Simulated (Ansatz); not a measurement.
One crystal and one scan (energy against volume) at two levels, PBE (plane waves to 420 eV, PAW, scalar-relativistic; Ansatz, an electronic-structure program) and r2SCAN (plane waves to 500 eV, PAW, scalar-relativistic; Ansatz), each from its own relaxed cell and on its own mesh. The cell shown is that of PBE.

ZnCu2SnS4 (kesterite type, space group I-4)

```
ZnCu2SnS4
1.0
   -2.73416     2.73416     5.46742
    2.73416    -2.73416     5.46742
    2.73416     2.73416    -5.46742
Cu Zn Sn S
2 1 1 4
Direct
  0.00000   0.00000   0.00000
  0.75000   0.25000   0.50000
  0.25000   0.75000   0.50000
  0.50000   0.50000   0.00000
  0.63688   0.62894   0.52462
  0.10432   0.11226   0.47538
  0.37106   0.89568   0.00794
  0.88774   0.36312   0.99206
```

This relaxed cell (volume V₀) is scaled evenly in all directions, its shape held. The atoms relax within the cell's symmetry.

Energies are smeared free energies. ZnCu2SnS4 is run without spin polarisation. ZnCu2SnS4 was relaxed with its symmetry unable to fall. With the shape held, the modulus is that of even scaling; a crystal free to change shape is softer. Percentages come from the unrounded values. Both scans cover V/V₀ from 0.940 to 1.060.

| quantity | PBE | r2SCAN | PBE − r2SCAN |
|---|---|---|---|
| Lattice constant a (Å) | 5.468 | 5.414 | +0.054 (+1.0 %) |
| Lattice constant c (Å) | 10.93 | 10.82 | +0.11 (+1.0 %) |
| Relaxed volume (Å³/atom) | 20.44 | 19.83 | +0.61 (+3.1 %) |
| Band gap of the relaxed cell, no spin-orbit coupling (eV) | 0.05 | 0.47 | -0.42 (-90 %) |
| Pressure at the smallest volume (GPa) | 4.9 | 5.5 | -0.6 (-12 %) |
| Energy cost of the largest compression (meV/atom) | 18 | 19 | -1 |
| Energy cost of the largest expansion (meV/atom) | 14 | 15 | -1 |
| Bulk modulus at fixed cell shape B₀ (third-order Birch-Murnaghan fit) (GPa) | 67.9 | 77.1 | -9.2 (-12 %) |
| Pressure derivative B₀′ (fit) | 4.9 | 4.8 | +0.1 (+1 %) |
| Pressure for 5 % compression (fit) (GPa) | 3.9 | 4.5 | -0.6 (-12 %) |

PBE gives the higher value for: lattice constant a; lattice constant c; relaxed volume. PBE gives the lower value for: band gap of the relaxed cell, no spin-orbit coupling; pressure at the smallest volume; bulk modulus at fixed cell shape B₀; pressure for 5 % compression. They agree on: pressure derivative B₀′ (within 1.5 %). (PBE) At this level the bands of ZnCu2SnS4 touch or barely overlap; measurements give the solid a gap.

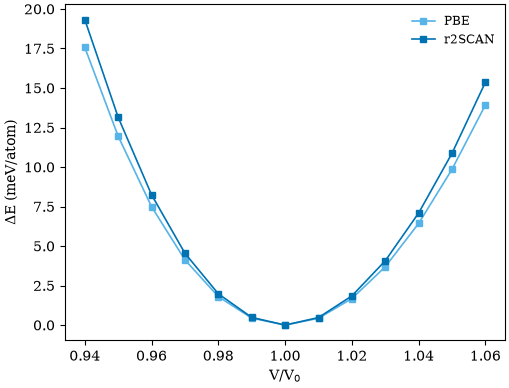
Figure: ΔE, each from the relaxed starting cell of its own level.

(A scan under strain: stresses follow from slopes of the energy per volume, elastic moduli from its curvatures.)
